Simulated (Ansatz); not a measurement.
```yaml
atoms:
  - { symbol: Si, position_ang: [-0.9329, 0.0769, 0.2301] }
  - { symbol: H, position_ang: [1.1978, -0.1519, 1.3375] }
  - { symbol: C, position_ang: [2.0799, -0.0189, 0.6792] }
  - { symbol: H, position_ang: [2.4721, -1.0066, 0.4050] }
  - { symbol: H, position_ang: [1.8100, 0.5416, -0.2256] }
  - { symbol: H, position_ang: [2.8272, 0.5460, 1.2526] }
  - { symbol: F, position_ang: [-0.5809, 1.2506, -0.8998] }
  - { symbol: H, position_ang: [-0.4541, -1.1317, -0.6175] }
```

These are results of Ansatz 0.2.0, RKS PBE0/cc-pVDZ, not measurements.

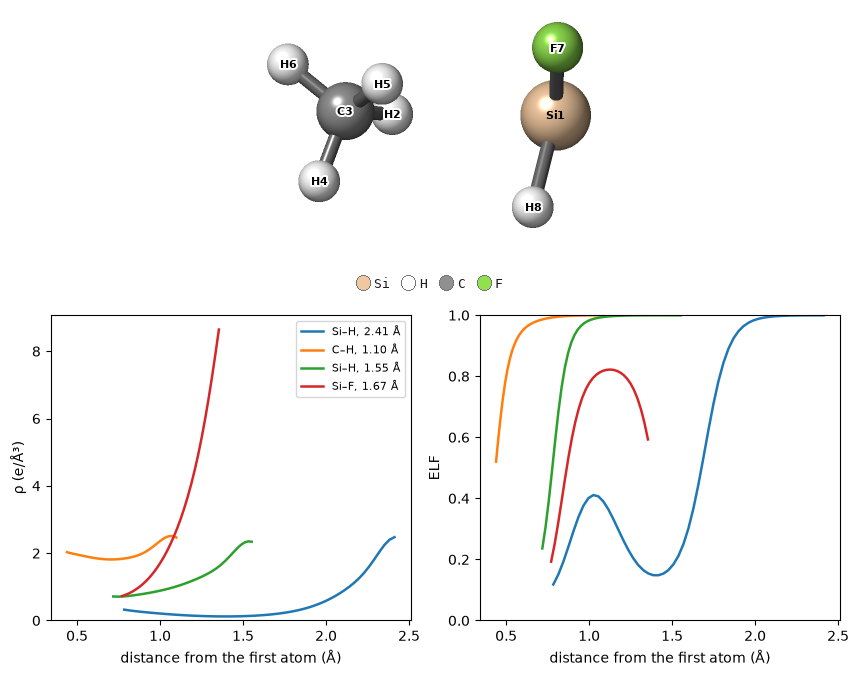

FHSi···CH4. Total electron density and electron localisation function along straight lines between neighbouring atoms. The curves leave out the atomic cores. The structure is drawn too.

### Compare the contacts.

Si1···H2 (2.41 Å): the density falls to about 0.12 e/Å³ on the way; the ELF climbs to about 1 towards the hydrogen, as it does in any bond to H.
C–H (1.10 Å): ρ is about 1.9 e/Å³ halfway; the ELF climbs to about 1 towards the hydrogen: an ordinary covalent bond to hydrogen.
Si–H (1.55 Å): the density is about 0.71 e/Å³ at the midpoint; the ELF climbs to about 1 towards the hydrogen.
Si–F (1.67 Å): ρ is about 0.86 e/Å³ halfway; the ELF peaks at about 0.80 in the valence shell of F, 0.5 Å from its nucleus, and is about 0.40 at the midpoint.
